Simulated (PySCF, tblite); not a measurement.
# C₄H₈NSi₂ radical: geometry, infrared bands and EPR parameters

Wanted: the infrared bands and EPR parameters of C₄H₈NSi₂ radical (`[H]/[C]=C\[Si@H](N)[SiH2]C#C`), by calculation.

Programs: tblite 0.8.0 and PySCF 2.14.0, with density-fitted response routines of our own. Each step states its level of theory. These are calculated values for one molecule in the gas phase, unless marked as measured. Atoms count from 0, in the outputs and in this text.

### 1 The starting structure

15 atoms, charge 0, multiplicity 2; geometry from: force field or distance geometry start.

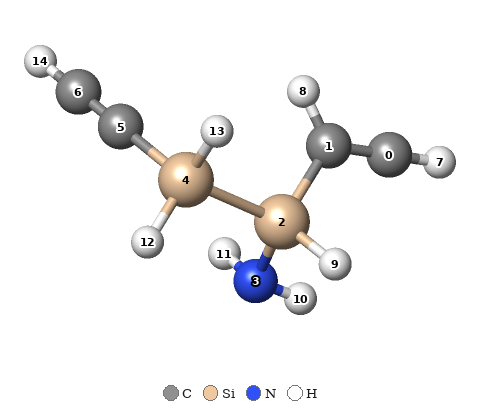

As it starts; carbon grey, silicon light orange, nitrogen blue, hydrogen white, atoms numbered.

### 2 Geometry optimisation with GFN2-xTB

What the job is given:

```
{"job": {"kind": "relax", "xc": "GFN2-xTB", "basis": "xTB"}, "charge": 0, "multiplicity": 2}
C     -0.138300     2.295700    -1.840700
C      0.301100     1.407200    -1.023900
Si    -0.412500    -0.270600    -0.955400
N     -2.036500    -0.089900    -0.425000
Si     0.898600    -1.692700     0.371300
C      1.020000    -0.961500     2.085000
C      1.109900    -0.495300     3.189100
H     -0.507900     3.040300    -2.514600
H      1.131100     1.627400    -0.342500
H     -0.529300    -0.815600    -2.327000
H     -2.539100     0.490300    -1.080400
H     -2.048900     0.410800     0.465600
H      0.301300    -3.053800     0.433500
H      2.264000    -1.798600    -0.235700
H      1.182100    -0.085600     4.178600
```

On the command line:

```sh
$ OMP_NUM_THREADS=1 python probes_run.py task.json out
```

This one command runs all jobs of the session in turn.

Standard output:

```text
step      E/eV     max force
  0    -511.35488    2.602
  1    -511.49163    1.844
  2    -511.48269    3.752
  3    -511.55072    0.338
  4    -511.56389    0.366
  5    -511.59700    0.676
  6    -511.61288    0.503
  7    -511.65211    0.572
  8    -511.68595    0.687
  9    -511.72362    0.673
 10    -511.75380    0.544
 11    -511.78269    0.751
 12    -511.81310    0.626
 13    -511.83363    0.516
 14    -511.84116    0.430
 15    -511.84867    0.184
 16    -511.85278    0.216
 17    -511.86382    0.284
 18    -511.87346    0.260
 19    -511.88193    0.198
 20    -511.88788    0.204
 21    -511.89465    0.197
 22    -511.90181    0.207
 23    -511.90780    0.197
 24    -511.91082    0.113
 25    -511.91215    0.083
 26    -511.91337    0.116
 27    -511.91478    0.155
 28    -511.91597    0.116
 29    -511.91663    0.054
 30    -511.91698    0.048
 31    -511.91734    0.072
 32    -511.91788    0.099
 33    -511.91843    0.082
 34    -511.91883    0.048
 35    -511.91907    0.033
 36    -511.91928    0.039
 37    -511.91949    0.045
 38    -511.91967    0.041
 39    -511.91982    0.040
 40    -511.92000    0.038
 41    -511.92024    0.043
 42    -511.92055    0.045
 43    -511.92083    0.052
 44    -511.92105    0.041
 45    -511.92122    0.037
 46    -511.92141    0.036
 47    -511.92159    0.037
 48    -511.92175    0.036
 49    -511.92188    0.027
 50    -511.92200    0.028
 51    -511.92211    0.026
 52    -511.92224    0.036
 53    -511.92238    0.043
 54    -511.92256    0.042
 55    -511.92272    0.031
 56    -511.92283    0.029
 57    -511.92291    0.027
 58    -511.92300    0.025
 59    -511.92315    0.032
 60    -511.92334    0.034
 61    -511.92350    0.024
 62    -511.92358    0.018
 63    -511.92363    0.022
 64    -511.92369    0.024
 65    -511.92379    0.023
 66    -511.92390    0.036
 67    -511.92397    0.019
 68    -511.92401    0.017
 69    -511.92405    0.014
 70    -511.92409    0.019
 71    -511.92415    0.029
 72    -511.92422    0.032
 73    -511.92429    0.024
 74    -511.92435    0.015
 75    -511.92437    0.017
 76    -511.92440    0.016
 77    -511.92444    0.016
 78    -511.92450    0.018
 79    -511.92456    0.017
 80    -511.92460    0.012
 81    -511.92462    0.013
 82    -511.92464    0.013
 83    -511.92469    0.019
 84    -511.92476    0.022
 85    -511.92483    0.018
 86    -511.92487    0.017
 87    -511.92490    0.015
 88    -511.92493    0.013
 89    -511.92499    0.018
 90    -511.92506    0.018
 91    -511.92509    0.012
 92    -511.92511    0.009
```

Run time: 0.44 s. Hardware: 1 thread of AMD EPYC 9B45, shared host.

Relaxation path: (not every step is listed) (the energy doesn't fall at every step)

| step | energy from step 0 (eV) | largest force (eV/Å) |
| --- | --- | --- |
| 0 | 0.0000 | 2.6020 |
| 1 | -0.1368 | 1.8439 |
| 2 | -0.1278 | 3.7516 |
| 3 | -0.1958 | 0.3380 |
| 4 | -0.2090 | 0.3657 |
| 5 | -0.2421 | 0.6759 |
| 6 | -0.2580 | 0.5031 |
| 7 | -0.2972 | 0.5725 |
| 8 | -0.3311 | 0.6871 |
| 15 | -0.4938 | 0.1843 |
| 22 | -0.5469 | 0.2065 |
| 29 | -0.5618 | 0.0540 |
| 36 | -0.5644 | 0.0390 |
| 43 | -0.5660 | 0.0519 |
| 50 | -0.5671 | 0.0278 |
| 57 | -0.5680 | 0.0266 |
| 64 | -0.5688 | 0.0245 |
| 71 | -0.5693 | 0.0294 |
| 78 | -0.5696 | 0.0185 |
| 85 | -0.5700 | 0.0181 |
| 87 | -0.5700 | 0.0151 |
| 88 | -0.5701 | 0.0135 |
| 89 | -0.5701 | 0.0179 |
| 90 | -0.5702 | 0.0177 |
| 91 | -0.5702 | 0.0122 |
| 92 | -0.5702 | 0.0092 |

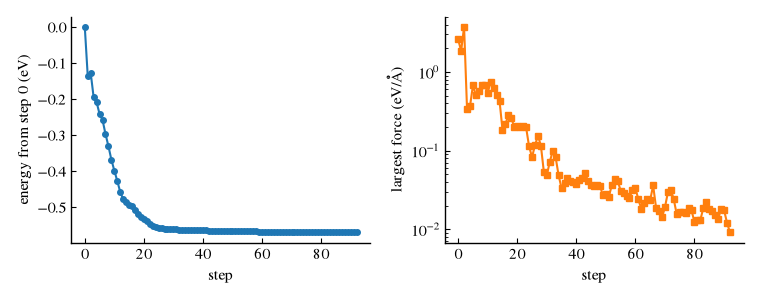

Energy and largest force along the relaxation.

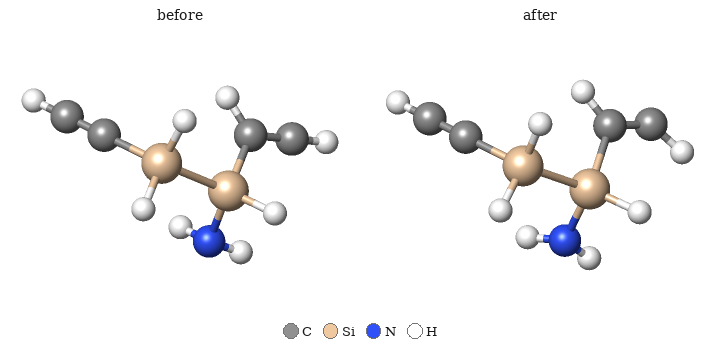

Before and after, at one scale.

Distances of close pairs at the start and the end, largest changes first:

| bond | before (Å) | after (Å) | change (Å) |
| --- | --- | --- | --- |
| C1–Si2 | 1.825 | 1.954 | +0.129 |
| Si2–Si4 | 2.346 | 2.310 | -0.035 |
| Si4–H13 | 1.498 | 1.471 | -0.027 |
| C6–H14 | 1.073 | 1.053 | -0.021 |
| Si4–H12 | 1.488 | 1.469 | -0.019 |
| N3–H11 | 1.022 | 1.008 | -0.014 |
| Si4–C5 | 1.867 | 1.853 | -0.014 |
| C1–H8 | 1.096 | 1.083 | -0.014 |

The final coordinates are the input of the step that follows.

### 3 Harmonic vibrations with GFN2-xTB

What the job is given:

```
{"job": {"kind": "ir", "xc": "GFN2-xTB", "basis": "xTB"}, "charge": 0, "multiplicity": 2}
C      0.163100     2.519014    -1.794080
C      0.498637     1.555992    -1.012258
Si    -0.381060    -0.188385    -1.019678
N     -1.987171    -0.135203    -0.380178
Si     0.827425    -1.654540     0.294670
C      0.976498    -0.937470     1.997127
C      1.043373    -0.428178     3.085100
H     -0.552700     2.622829    -2.582584
H      1.275529     1.666256    -0.266545
H     -0.606682    -0.553271    -2.425640
H     -2.691048     0.402052    -0.861398
H     -2.114743    -0.037270     0.614561
H      0.230517    -2.984570     0.475372
H      2.203391    -1.844302    -0.188687
H      1.110519     0.005034     4.042304
```

Standard output:

```text
mode    cm-1     km/mol
  1     -10.9      0.40
  2       7.7      0.33
  3      60.1      0.54
  4     102.1      3.76
  5     149.7      2.12
  6     180.9      8.76
  7     207.0      1.69
  8     210.3     19.68
  9     252.4      3.09
 10     281.9     12.38
 11     391.6     35.25
 12     443.0     22.80
 13     524.4     57.52
 14     534.0    109.10
 15     552.7      6.21
 16     584.8    107.60
 17     603.3    202.04
 18     639.3     79.79
 19     664.5     71.42
 20     672.6     14.35
 21     685.1     41.85
 22     695.4    379.51
 23     793.6    376.95
 24     808.7     74.05
 25     827.3     97.97
 26     879.9    118.37
 27     930.2     42.00
 28    1148.8      0.36
 29    1528.0     45.03
 30    1697.1      6.17
 31    2180.6    319.21
 32    2183.2    481.84
 33    2196.4     96.78
 34    2203.0    195.71
 35    2994.9     29.67
 36    3131.2     74.49
 37    3347.5      1.83
 38    3465.0      2.14
 39    3497.9      2.97
```

Wall time 0.38 s (1 thread of AMD EPYC 9B45, shared host).

The strongest bands and the atoms that carry them (share of the mass-weighted mode):

| cm⁻¹ | km/mol | atoms |
| --- | --- | --- |
| 534 | 109.1 | H10 20 %, C1 19 %, H11 17 %, N3 17 % |
| 603 | 202.0 | H9 72 % |
| 695 | 379.5 | Si4 28 %, H14 24 %, H13 17 %, H12 12 % |
| 794 | 376.9 | H13 41 %, H12 39 % |
| 880 | 118.4 | N3 48 %, Si2 37 % |
| 2181 | 319.2 | H9 90 % |
| 2183 | 481.8 | H13 71 %, H12 18 % |
| 2203 | 195.7 | H12 65 %, H13 18 % |

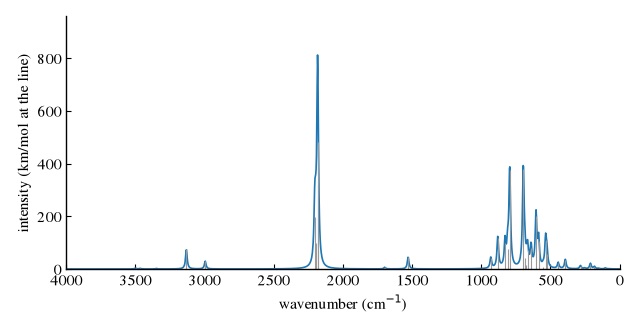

The infrared spectrum from these modes, unscaled. Lines are broadened to a width of 14 cm⁻¹ (Lorentzian).

### 4 EPR parameters: B3LYP/pcH-1

Same as in step 3 but for these lines:

```diff
@@ -1,2 +1,2 @@
-{"job": {"kind": "ir", "xc": "GFN2-xTB", "basis": "xTB"}, "charge": 0, "multiplicity": 2}
+{"job": {"kind": "epr", "basis": "pcH-1"}, "charge": 0, "multiplicity": 2}
 C      0.163100     2.519014    -1.794080
```

Level: UKS B3LYP, pcH-1 on C H N Si, non-relativistic, mean-field spin-orbit, GIAO.

Standard output:

```text
UKS, coarse grid
  cycle   1  E = -790.78301842  |g| = 4.72e-01
  cycle   2  E = -790.71509805  |g| = 6.04e-01
  cycle   3  E = -790.88325905  |g| = 8.19e-02
  cycle   4  E = -790.88540121  |g| = 4.62e-02
  cycle   5  E = -790.88635003  |g| = 2.17e-02
  cycle   6  E = -790.88659452  |g| = 7.70e-03
  cycle   7  E = -790.88664192  |g| = 2.14e-03
  cycle   8  E = -790.88665403  |g| = 1.25e-03
  cycle   9  E = -790.88665658  |g| = 9.35e-04
UKS, final grid
  cycle   1  E = -790.88657958  |g| = 1.68e-03
  cycle   2  E = -790.88657515  |g| = 3.40e-03
  cycle   3  E = -790.88658134  |g| = 1.89e-04
  cycle   4  E = -790.88658139  |g| = 1.94e-04
  cycle   5  E = -790.88658145  |g| = 1.28e-04
  cycle   6  E = -790.88658146  |g| = 1.08e-05
  cycle   7  E = -790.88658146  |g| = 4.30e-06
E = -790.88658146 Eh   <S^2> = 0.7585 (exact 0.7500)
g shifts (ppm)      1          2          3
  rmc          -153       -153       -153
  gc             22          9        -55
  oz_so        -750        -43        830
  total        -881       -187        622
hyperfine (MHz)  atom isotope    a_iso     a_fc   dipolar eigenvalues
    0   13C     308.08     308.20    -74.62    -54.89    129.52
    1   13C     -34.42     -34.41    -19.22      0.20     19.02
    2  29Si    -124.68    -124.85    -27.26     12.90     14.36
    3   14N       0.53       0.53     -0.87     -0.82      1.68
    4  29Si     -26.75     -26.79     -5.99      2.81      3.18
    5   13C      -0.85      -0.85     -0.21     -0.04      0.25
    6   13C       0.20       0.20     -0.31     -0.23      0.54
    7    1H      67.49      67.49    -28.78     -6.96     35.74
    8    1H     146.85     146.86     -6.78     -5.53     12.31
    9    1H      -0.79      -0.79     -2.65     -1.22      3.87
   10    1H      -1.07      -1.08     -2.17      0.03      2.14
   11    1H      -0.74      -0.74     -1.57     -0.54      2.11
   12    1H       9.39       9.39     -0.82     -0.24      1.05
   13    1H      -0.96      -0.96     -0.86     -0.40      1.26
   14    1H      -0.24      -0.24     -0.41     -0.24      0.65
```

Run time: 47 s. Hardware: 1 thread of AMD EPYC 9B45, shared host; peak memory 1.1 GiB.

Principal g values 2.00144, 2.00213, 2.00294; g(iso) = 2.00217, against 2.00232 for a free electron.

Hyperfine couplings; where a row names several nuclei, a(iso) is their mean (it holds for fast rotation or exchange) and the dipolar term the largest among them:

| nuclei | isotope | a(iso) (MHz) | a(iso) (G, at g = 2.0023) | largest dipolar term (MHz) |
| --- | --- | --- | --- | --- |
| C0 | 13C | 308.1 | 109.9 | 129.5 |
| H8 | 1H | 146.9 | 52.4 | 12.3 |
| Si2 | 29Si | -124.7 | -44.5 | -27.3 |
| H7 | 1H | 67.5 | 24.1 | 35.7 |
| C1 | 13C | -34.4 | -12.3 | -19.2 |
| Si4 | 29Si | -26.8 | -9.5 | -6.0 |
| H12 | 1H | 9.4 | 3.4 | 1.1 |
| H13 | 1H | -1.0 | -0.3 | 1.3 |
| H10, H11 | 1H | -0.9 | -0.3 | -2.2 |
| C5 | 13C | -0.8 | -0.3 | 0.2 |
| H9 | 1H | -0.8 | -0.3 | 3.9 |
| N3 | 14N | 0.5 | 0.2 | 1.7 |
| H14 | 1H | -0.2 | -0.1 | 0.6 |
| C6 | 13C | 0.2 | 0.1 | 0.5 |

Mulliken spin populations:

C0 0.94; C1 -0.15; Si2 0.09; N3 0.01; Si4 0.03; C5 0.00; C6 0.00; H7 0.01; H8 0.06; H9 0.00; H10 0.00; H11 0.00; H12 0.01; H13 0.00; H14 0.00

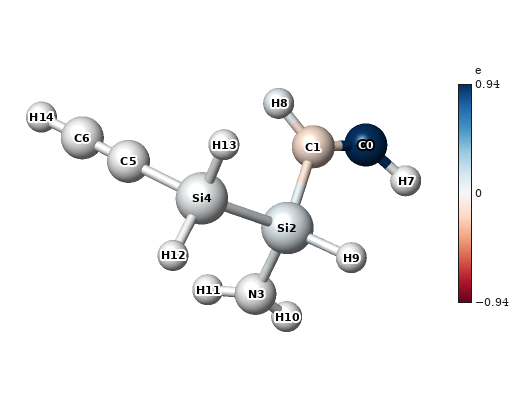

Mulliken spin populations, as colours on the atoms.

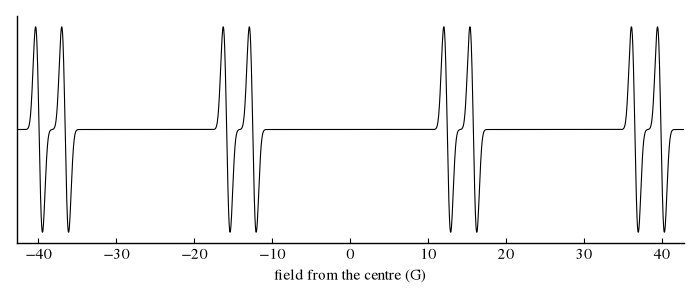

First-order isotropic spectrum (first derivative, main isotopes with spin only, couplings over 0.8 MHz, Gaussian width 0.3 G; couplings of the frozen geometry, rotation of groups not averaged beyond the rows shown).

The fields below are evaluated on a grid from the run's orbitals.

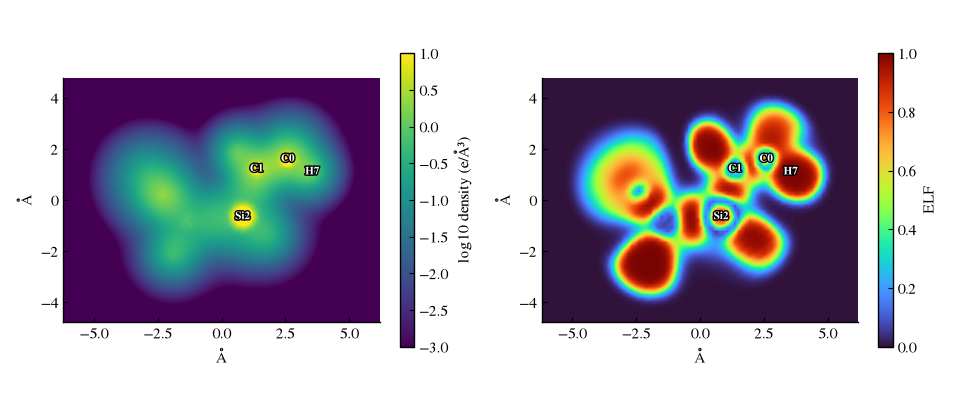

Density (left) and ELF (right) in a plane through or near 4 of the atoms.

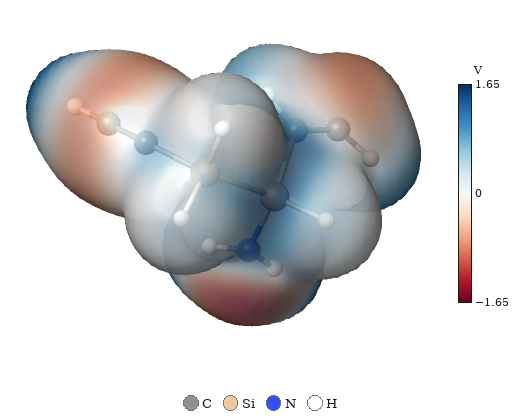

The potential that a unit positive charge feels on the 0.002 e/bohr³ surface, from -1.08 V near N3 to 1.65 V near H10.

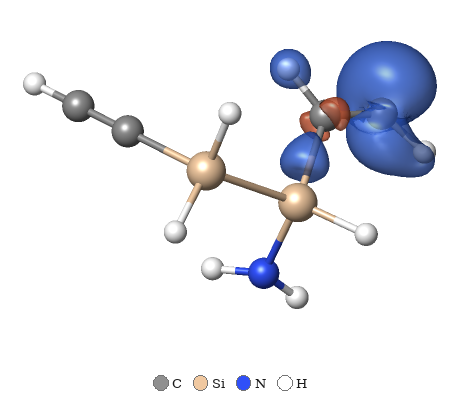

Spin density at ±0.05 e/Å³ (alpha excess blue, beta excess red).

### 5 Summary of results

```
                                                                  quantity                  value
                                 strongest single infrared mode (GFN2-xTB)  2183 cm⁻¹, 482 km/mol
                                              zero-point energy (GFN2-xTB)          60.4 kcal/mol
                                                            g(iso) (B3LYP)                2.00217
                                                                      ⟨S²⟩     0.759 (exact 0.75)
                                        largest a(iso) (averaged by class)   13C on C0, 308.1 MHz
potential on the surface of density 0.002 e/bohr³, 1st and 99th percentile     -1.08 V and 1.65 V
```

Over 92 steps the energy fell by 0.570 eV; of the close pairs, C1–Si2 changed most, 1.825 to 1.954 Å. The lowest mode is slightly imaginary (11i cm⁻¹), a soft motion within the noise of the Hessian, so the minimum is not strictly shown. GFN2-xTB is a fitted tight-binding method: band positions and strengths are rough. Its intensities can rank the bands wrongly. C0 carries the largest spin population, 0.94 e. The isotropic g lies 0.1 ppt below the free-electron value. These values are for one conformer; the search (at its own cheap level) found 2 more, at 0.65, 4.18 kcal/mol, and measured spectra average over such forms.
